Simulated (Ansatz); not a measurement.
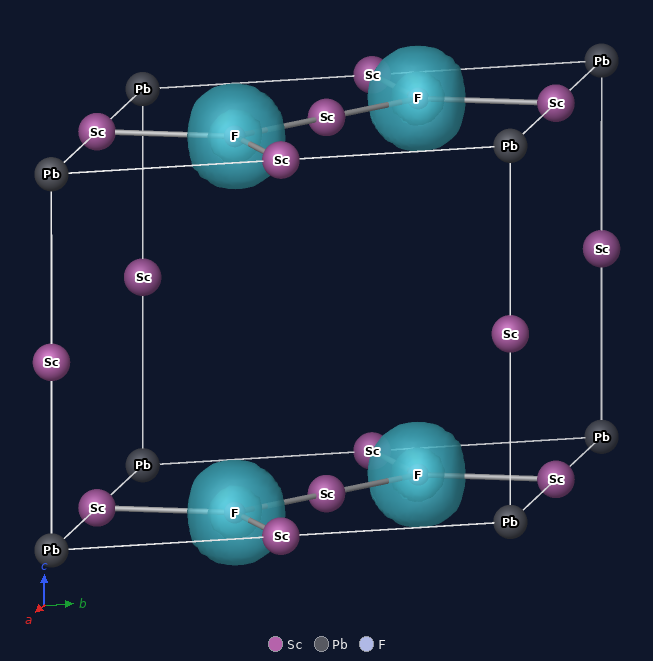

Figure. Sc₄PbF₂. Isosurface of the electron localisation function at 0.75 (cyan), seen slightly off an axis. Core shells and regions of very low density are left out. Sticks mark near contacts.

Space group P6/mmm; a structure generated by program, which may or may not match a known phase.

All numbers below come from DFT PBE, scalar-relativistic, plane waves, PAW (Ansatz 0.2.0).

```
Sc Pb F
1.0
     6.91867    0.00000    0.00000
    -3.45934    5.99175    0.00000
     0.00000    0.00000    5.44388
Sc Pb F
4 1 2
Direct
  0.50000 0.00000 0.00000
  0.00000 0.50000 0.00000
  0.50000 0.50000 0.00000
  0.00000 0.00000 0.50000
  0.00000 0.00000 0.00000
  0.33333 0.66667 0.00000
  0.66667 0.33333 0.00000
```

Q: Identify the bonds, lone pairs and shells in this picture.

A: The ELF exceeds this value in two regions wrapped around F (the valence shell of each), counted in one cell of 7 atoms. Any copies at cell faces, edges or corners count once. Along the contacts the grid gives the following. Sc–F (2.00 Å): the ELF peaks at about 0.80 in the valence shell of F, 0.6 Å from its nucleus, and drops to about 0.10 between the two atoms; no localised pair shows between them. Sc–Pb (2.72 Å): the ELF is about 0.45 at the midpoint.

Q: Which way does charge flow, and how much by Bader's partition?

A: Electrons move from Sc towards Pb and F. Bader charges: Sc +1.02 to +1.11, Pb −2.52 and F −0.92 e.
